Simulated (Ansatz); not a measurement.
C$_{3}$H$_{11}$NO$_{3}$Zr

Input

```
crystal:
  periodic: [false, false, false]
  atoms:
    - {symbol: C, position_ang: [2.105538, 0.234336, -1.186736]}
    - {symbol: C, position_ang: [1.476541, -0.005484, 0.178817]}
    - {symbol: N, position_ang: [0.108894, -0.480404, 0.132899]}
    - {symbol: C, position_ang: [-0.031677, -1.832327, -0.353717]}
    - {symbol: Zr, position_ang: [-1.459636, 0.676330, 0.713866]}
    - {symbol: O, position_ang: [-0.795009, 1.863122, 2.100205]}
    - {symbol: O, position_ang: [-2.088707, 1.755857, -0.779567]}
    - {symbol: O, position_ang: [-2.872410, -0.539276, 1.256006]}
    - {symbol: H, position_ang: [1.526039, 0.967858, -1.753139]}
    - {symbol: H, position_ang: [3.125284, 0.612800, -1.078327]}
    - {symbol: H, position_ang: [2.155564, -0.684118, -1.775582]}
    - {symbol: H, position_ang: [2.094978, -0.723091, 0.741773]}
    - {symbol: H, position_ang: [1.502342, 0.928520, 0.752177]}
    - {symbol: H, position_ang: [0.595971, -2.528744, 0.222351]}
    - {symbol: H, position_ang: [0.245307, -1.937756, -1.411242]}
    - {symbol: H, position_ang: [-1.067529, -2.167572, -0.253106]}
    - {symbol: H, position_ang: [-0.835415, 2.622468, 2.673608]}
    - {symbol: H, position_ang: [-2.027420, 2.009708, -1.695819]}
    - {symbol: H, position_ang: [-3.758644, -0.772239, 1.515532]}
basis:
  gaussian: {orbitals: def2-TZVPP}
hamiltonian: {xc: pbe0, dispersion: d4}
output: {orbitals: {seedname: orbitals}}
```

Command:

```sh
ansatz run in.yaml --threads 4 --pin off --events-out ev --progress --plain --max-ram 66560MiB --backend cuda --devices 0, --max-vram 37GiB
```

Geometry: PBE0-D4/def2-TZVP; core potentials replace the inner electrons of Zr.

All numbers below come from RKS PBE0-D4/def2-TZVPP in Ansatz.

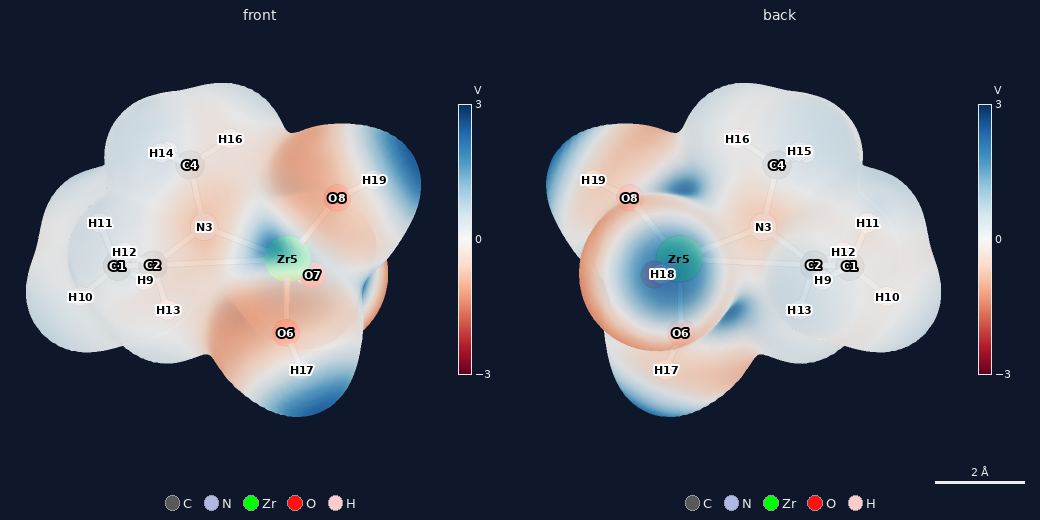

Figure 1. The electrostatic potential painted on the density surface at 0.002 e/bohr³, seen from the front and from behind; the colour scale runs from red (negative) to blue (positive).

Question: Which sites attract a positive test charge, and which a negative one?

Answer: A positive charge is drawn to the negative regions and a negative charge to the positive ones. The most negative region (about −1.3 V, or −30 kcal/mol for a unit charge) lies over O7, the most positive (about +2.3 V, or +53 kcal/mol for a unit charge) over Zr5, H17, H18 and H19. O7 is the likeliest acceptor of a hydrogen bond.

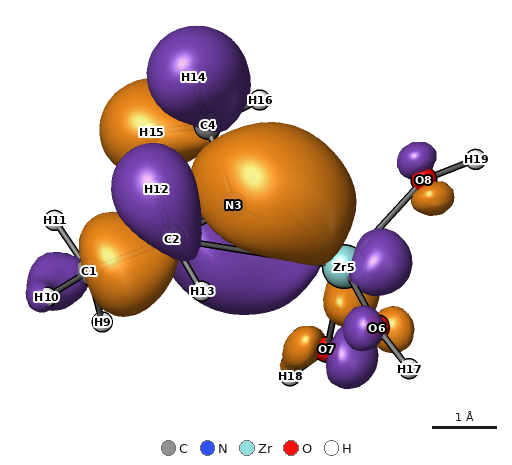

Figure 2. The HOMO at ±0.08 Å⁻³ᐟ² (orange and purple are the two phases), seen at a tilt.

Question: Where does this orbital lie, and at what energy?

Answer: It lies mainly on N3 (about 50 %), Zr5 (about 10 %), C4 (about 10 %) and C2 (about 5 %). Its energy is −6.10 eV.

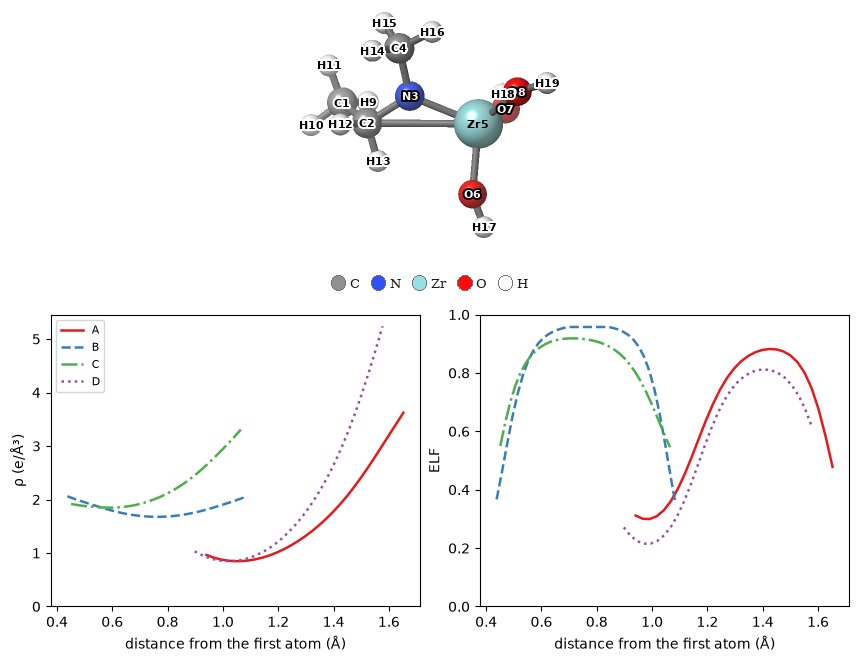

Figure 3. Electron density and ELF along straight lines between neighbouring atoms. The curves leave out the atomic cores. The structure is drawn too.

Question: Which curve belongs to which contact (C–C, C–N, Zr–N and Zr–O)? The first atom named is at distance zero.

Answer: Curve A: Zr–N (2.03 Å): ρ at the midpoint is about 0.86 e/Å³; the ELF peaks at about 0.90 in the valence shell of N, 0.6 Å from its nucleus, and drops to about 0.30 between the two atoms. Curve B: C–C (1.52 Å): ρ is about 1.7 e/Å³ halfway; the ELF peaks at about 0.95 between the atoms (a covalent bond). Curve C: C–N (1.44 Å): the density is about 1.9 e/Å³ at the midpoint; the ELF peaks at about 0.90 between the atoms: localised, covalent bonding. Curve D: Zr–O (1.94 Å): the density is about 0.88 e/Å³ at the midpoint; the ELF peaks at about 0.80 in the valence shell of O, 0.5 Å from its nucleus, and drops to about 0.20 between the two atoms.
